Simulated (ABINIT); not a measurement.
**GaN (P6_3mc): G0W0 with ABINIT, start to end**

Wanted: ground state, empty states, screening and self-energy for GaN (P6_3mc).

Main program and level: ABINIT 10.8.3; PBE and many-body steps on it, plane waves.

The database entry behind the starting cell differs from later determinations by our own check (about 0.3 % short, ideal inner coordinate), so it need not match the best structure at ambient conditions.

### 1. Starting point

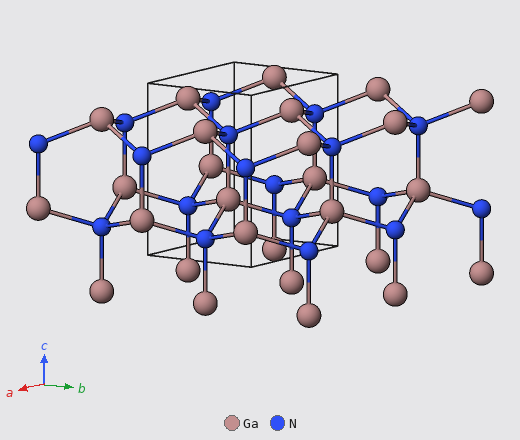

The cell as given, from a free direction (gallium pink, nitrogen blue). 3×3×1 cells are drawn. Some periodic images of atoms are drawn too.

Structure file:

```cif
data_structure
_symmetry_space_group_name_H-M 'P6_3mc'
_symmetry_Int_Tables_number 186
_cell_length_a 3.1800
_cell_length_b 3.1800
_cell_length_c 5.1660
_cell_angle_alpha 90.000
_cell_angle_beta 90.000
_cell_angle_gamma 120.000
_cell_volume 45.24
loop_
_atom_site_label
_atom_site_type_symbol
_atom_site_symmetry_multiplicity
_atom_site_Wyckoff_symbol
_atom_site_fract_x
_atom_site_fract_y
_atom_site_fract_z
_atom_site_occupancy
Ga1 Ga 2 b 0.33333 0.66667 0.00000 1
N1 N 2 b 0.33333 0.66667 0.37500 1
```

The cell and positions come from the Crystallography Open Database and are kept as given unless a step says otherwise.

### 2. Ground state

This step: ABINIT 10.8.3; DFT, PBE with spin-orbit coupling, plane waves, norm-conserving pseudopotentials.

The ground-state density comes first.

Input file run.abi:

```
acell 3*1.0 Angstrom
rprim 
  3.179999999980 0.000000000005 0.000000000000
  -1.589999999994 2.753960784015 0.000000000000
  0.000000000000 0.000000000000 5.166000000000
ntypat 2
znucl 31 7
natom 4
typat 1 1 2 2
xred 
  0.333333333333 0.666666666667 0.000000000000
  0.666666666667 0.333333333333 0.500000000000
  0.333333333333 0.666666666667 0.375000000000
  0.666666666667 0.333333333333 0.875000000000
pp_dirpath "pseudos"
pseudos "Ga.upf, N.upf"
ecut 45
nspinor 2
ngkpt 6 6 4
nshiftk 1
shiftk 0 0 0
kptopt 1
chksymbreak 0
nband 64
occopt 1
tolvrs 1e-10
nstep 60
prtwf 0
optforces 0
optstress 0
indata_prefix "in"
outdata_prefix "out"
tmpdata_prefix "tmp"
```

On the command line:

```sh
OMP_NUM_THREADS=1 mpirun -n 4 abinit run.abi > log
```

Numbers of over 12 decimals in the logs are rounded to 6 here.

What it wrote:

```text
.Version 10.8.3 of ABINIT. v10.8.2 released Aug 2026.

 Symmetries : space group P6_3 m c (#186); Bravais hP (primitive hexag.)
================================================================================
 Values of the parameters that define the memory need of the present run
     intxc =       0    ionmov =       0      iscf =       7    lmnmax =      14
     lnmax =      14     mgfft =      60  mpssoang =       5    mqgrid =    3001
     natom =       4  nloc_mem =       1    nspden =       1   nspinor =       2
    nsppol =       1      nsym =      12    n1xccc =    2501    ntypat =       2
    occopt =       1   xclevel =       2
-    mband =          64        mffmem =           1         mkmem =           6
       mpw =        4428          nfft =       96000          nkpt =          21
================================================================================
  Rough estimation (10% accuracy) of disk space for files :
================================================================================

--------------------------------------------------------------------------------
------------- Echo of variables that govern the present computation ------------
--------------------------------------------------------------------------------
 -outvars: echo values of preprocessed input variables --------
            acell      1.8897261259E+00  1.8897261259E+00  1.8897261259E+00 Bohr

      chksymbreak           0
             ecut      4.50000000E+01 Hartree
-          fftalg         312

              ixc     -101130
              kpt      0.00000000E+00  0.00000000E+00  0.00000000E+00
                       1.66666667E-01  0.00000000E+00  0.00000000E+00
                       3.33333333E-01  0.00000000E+00  0.00000000E+00
                       5.00000000E-01  0.00000000E+00  0.00000000E+00
                       1.66666667E-01  1.66666667E-01  0.00000000E+00
                       3.33333333E-01  1.66666667E-01  0.00000000E+00
                       3.33333333E-01  3.33333333E-01  0.00000000E+00
                       0.00000000E+00  0.00000000E+00  2.50000000E-01
                       1.66666667E-01  0.00000000E+00  2.50000000E-01
   [... 10 further rows ...]
                       3.33333333E-01  1.66666667E-01  5.00000000E-01
                       3.33333333E-01  3.33333333E-01  5.00000000E-01
         kptrlatt        6    0    0      0    6    0      0    0    4
          kptrlen      3.60559745E+01
P           mkmem           6
            natom           4
            nband          64
            ngfft          40      40      60
             nkpt          21
          nspinor           2
            nstep          60
             nsym          12
           ntypat           2
              occ      1.000000  1.000000  1.000000  1.000000  1.000000  1.000000
                       1.000000  1.000000  1.000000  1.000000  1.000000  1.000000
                       1.000000  1.000000  1.000000  1.000000  1.000000  1.000000
                       1.000000  1.000000  1.000000  1.000000  1.000000  1.000000
                       1.000000  1.000000  1.000000  1.000000  1.000000  1.000000
                       1.000000  1.000000  1.000000  1.000000  1.000000  1.000000
                       1.000000  1.000000  1.000000  1.000000  1.000000  1.000000
                       1.000000  1.000000  1.000000  1.000000  1.000000  1.000000
                       1.000000  1.000000  1.000000  1.000000  0.000000  0.000000
                       0.000000  0.000000  0.000000  0.000000  0.000000  0.000000
                       0.000000  0.000000  0.000000  0.000000
        optforces           0
        optstress           0
            prtwf           0
            rprim      3.1800000000E+00  5.0000000000E-12  0.0000000000E+00
[...]
spgroup         186

           tolvrs      1.00000000E-10

             xred      3.3333333333E-01  6.6666666667E-01  1.1102230246E-16
[...]
znucl       31.00000    7.00000

================================================================================

 chkinp: Checking input parameters for consistency.

================================================================================
== DATASET  1 ==================================================================
-   mpi_nproc: 4, omp_nthreads: 1 (-1 if OMP is not activated)

--- !DatasetInfo
iteration_state: {dtset: 1, }
dimensions: {natom: 4, nkpt: 21, mband: 64, nsppol: 1, nspinor: 2, nspden: 1, mpw: 4428, }
cutoff_energies: {ecut:  45.0, pawecutdg:  -1.0, }
electrons: {nelect:   5.20000000E+01, charge:   0.00000000E+00, occopt:   1.00000000E+00, tsmear:   1.00000000E-02, }

 Real(R)+Recip(G) space primitive vectors, cartesian coordinates (Bohr,Bohr^-1):
 R(1)=  6.0093291  0.0000000  0.0000000  G(1)=  0.1664079  0.0960757  0.0000000
 R(2)= -3.0046645  5.2042316  0.0000000  G(2)=  0.0000000  0.1921513  0.0000000
 R(3)=  0.0000000  0.0000000  9.7623252  G(3)=  0.0000000  0.0000000  0.1024346
 Unit cell volume ucvol=  3.0530638E+02 bohr^3
 Angles (23,13,12)=  9.00000000E+01  9.00000000E+01  1.20000000E+02 degrees

 getcut: wavevector=  0.0000  0.0000  0.0000  ngfft=  40  40  60
         ecut(hartree)=     45.000   => boxcut(ratio)=   2.03529

--- Pseudopotential description ------------------------------------------------
[...]
spin-orbit psp
        nprojso     4     3     0
  pspatm : epsatm=   21.86199699
         --- l  ekb(1:nproj) -->
[...]
1   -5.676217   -1.349810   -0.000026
[...]
spin-orbit 1    0.211857    0.072172   -0.001103   -0.000023
  spin-orbit 2    0.017944    0.011148   -0.000068
 pspatm: atomic psp has been read  and splines computed

- N Generated using ONCVPSP code by D. R. Hamann
-  7.00000   5.00000  180423                  znucl, zion, pspdat
12 -101130 1 -1 1058                          pspcod,pspxc,lmax,lloc,mmax
     nproj     2     2     0     0
     spin-orbit psp
        nprojso     2     0     0
  pspatm : epsatm=    5.21132191
         --- l  ekb(1:nproj) -->
[...]
spin-orbit 1    0.005231    0.001392
 pspatm: atomic psp has been read  and splines computed

   2.81562517E+03                                ecore*ucvol(ha*bohr**3)
--------------------------------------------------------------------------------

_setup2: Arith. and geom. avg. npw (full set) are    4401.646    4401.635

================================================================================

--- !BeginCycle
iteration_state: {dtset: 1, }
solver: {iscf: 7, nstep: 60, nline: 4, wfoptalg: 0, }
tolerances: {tolvrs: 1.00E-10, }

     iter   Etot(hartree)      deltaE(h)  residm     vres2
 ETOT  1  -514.77408089182    -5.148E+02 6.616E-01 2.392E+03
 ETOT  2  -516.69120584820    -1.917E+00 9.110E-02 3.494E+03
 ETOT  3  -517.35353611685    -6.623E-01 6.751E-02 7.151E+01
 ETOT  4  -517.35898729667    -5.451E-03 1.552E-02 4.360E+01
 ETOT  5  -517.36354439274    -4.557E-03 1.821E-03 8.708E+00
 ETOT  6  -517.36507494095    -1.531E-03 1.044E-03 4.090E-01
 ETOT  7  -517.36514503061    -7.009E-05 2.040E-03 8.266E-02
 ETOT  8  -517.36516011663    -1.509E-05 5.870E-04 6.709E-03
 ETOT  9  -517.36516134167    -1.225E-06 9.470E-04 1.181E-04
 ETOT 10  -517.36516136852    -2.685E-08 2.155E-04 6.017E-07
 ETOT 11  -517.36516136865    -1.351E-10 2.950E-04 8.703E-09
 ETOT 12  -517.36516136864     7.390E-12 9.252E-05 2.780E-10
 ETOT 13  -517.36516136864     6.935E-12 3.575E-04 2.722E-12

 At SCF step   13       vres2   =  2.72E-12 < tolvrs=  1.00E-10 =>converged.

--- !ResultsGS
iteration_state: {dtset: 1, }
comment   : Summary of ground state results
lattice_vectors:
- [  6.0093291,   0.0000000,   0.0000000, ]
- [ -3.0046645,   5.2042316,   0.0000000, ]
- [  0.0000000,   0.0000000,   9.7623252, ]
lattice_lengths: [   6.00933,    6.00933,    9.76233, ]
lattice_angles: [ 90.000,  90.000, 120.000, ] # degrees, (23, 13, 12)
lattice_volume:   3.0530638E+02
convergence: {deltae:  6.935E-12, res2:  2.722E-12, residm:  3.575E-04, diffor:  0.000E+00, }
etotal    :  -5.17365161E+02
entropy   :   0.00000000E+00
fermie    :   2.58713535E-01
cartesian_stress_tensor: null
pressure_GPa: null
xred      :
- [  3.3333E-01,   6.6667E-01,   1.1102E-16, Ga]
- [  6.6667E-01,   3.3333E-01,   5.0000E-01, Ga]
- [  3.3333E-01,   6.6667E-01,   3.7500E-01,  N]
- [  6.6667E-01,   3.3333E-01,   8.7500E-01,  N]
cartesian_forces: null
force_length_stats: {min: null, max: null, mean: null, }

 Integrated electronic density in atomic spheres:
 ------------------------------------------------
 Atom  Sphere_radius  Integrated_density
[...]
4        2.00000          5.27239694
================================================================================

 ----iterations are completed or convergence reached----

 Mean square residual over all n,k,spin=   56.654E-08; max=  35.747E-05
 reduced coordinates (array xred) for    4 atoms
       0.333333333333      0.666666666667      0.000000000000
       0.666666666667      0.333333333333      0.500000000000
       0.333333333333      0.666666666667      0.375000000000
       0.666666666667      0.333333333333      0.875000000000
 rms dE/dt=  0.0000E+00; max dE/dt=  0.0000E+00; dE/dt below (all hartree)
    1       0.000000000000      0.000000000000      0.000000000000
    2       0.000000000000      0.000000000000      0.000000000000
    3       0.000000000000      0.000000000000      0.000000000000
    4       0.000000000000      0.000000000000      0.000000000000

 cartesian coordinates (angstrom) at end:
    1     -2.67e-12     1.835974     0.000000
    2      1.590000     0.917987     2.583000
    3     -2.67e-12     1.835974     1.937250
    4      1.590000     0.917987     4.520250
 length scales=  1.889726125908  1.889726125908  1.889726125908 bohr
              =  1.000000000000  1.000000000000  1.000000000000 angstroms
 prteigrs : about to open file out_EIG
 Fermi (or HOMO) energy (hartree) =   0.25871   Average Vxc (hartree)=  -0.43330
 Eigenvalues (hartree) for nkpt=  21  k points:
 kpt#   1, nband= 64, wtk=  0.00694, kpt=  0.0000  0.0000  0.0000 (reduced coord)
  -4.96901   -4.96901   -4.96900   -4.96900   -3.24660   -3.24660   -3.24658   -3.24658
  -3.11346   -3.11346   -3.11342   -3.11342   -3.11337   -3.11337   -3.11335   -3.11335
  -0.33106   -0.33106   -0.29808   -0.29808   -0.24659   -0.24659   -0.24631   -0.24631
  -0.24493   -0.24493   -0.23275   -0.23275   -0.23219   -0.23219   -0.22830   -0.22830
  -0.22629   -0.22629   -0.22562   -0.22562   -0.22101   -0.22101   -0.17765   -0.17765
  -0.00355   -0.00355    0.21916    0.21916    0.22012    0.22012    0.25633    0.25633
   0.25850    0.25850    0.25871    0.25871    0.33190    0.33190    0.41771    0.41771
   0.59876    0.59876    0.62069    0.62069    0.62867    0.62867    0.65997    0.65997
 prteigrs : prtvol=0 or 1, do not print more k-points.

--- !EnergyTerms
iteration_state     : {dtset: 1, }
comment             : Components of total free energy in Hartree
kinetic             :  2.55433748013426E+02
hartree             :  2.00226737168294E+02
xc                  : -5.79471034227339E+01
Ewald energy        : -2.71479429302164E+02
psp_core            :  9.22229399077013E+00
local_psp           : -5.32141278930789E+02
non_local_psp       : -1.20680128885441E+02
total_energy        : -5.17365161368637E+02
total_energy_eV     : -1.40782232362163E+04
band_energy         : -6.17323578731264E+01

== END DATASET(S) ==============================================================
================================================================================

 -outvars: echo values of variables after computation  --------
           etotal     -5.1736516137E+02
            nband          64
             nkpt          21
          spgroup         186
 [... the other variables as echoed above ...]

 Calculation completed.
```

Elapsed: 3.9 min, on 4 MPI ranks of Arm Neoverse V1, shared host; peak memory 0.53 GiB.

Numbers from this step:

| Item | Value |
| --- | --- |
| total energy | -14078.2232 eV |
| gap | 1.992 eV |
| k of the valence top | 0, 0, 0 |
| k of the conduction bottom | 0, 0, 0 |
| least direct gap | 1.992 eV |

The gap is direct, at Γ.

[end of part 1 of 3]

[Paths, hosts, dates, memory and timing lines, banners, echoed tables and standing remarks are left out of the program output.]

[Logs are printed without paths, hosts, clocks, repeated set-up lines and the standing remarks that a program may print on its own settings, such as how far it seeks lower states.]

[Runs of the session that timed out or met a known fault of the program may be left out.]

[Hosts, paths, dates, database ids (printed as entryN), source tags and the programs' standing remarks are cut or masked in the printed files.]

[G0W0 gaps are taken among the corrected bands and points alone; a level outside them can change the order at an edge.]

[Where Ansatz stands beside ABINIT at settings called matched, ABINIT's density can come from a denser mesh and the files from another edition; pairs whose starting gaps differed by over 0.03 eV were left out, so agreement reads better than it is.]
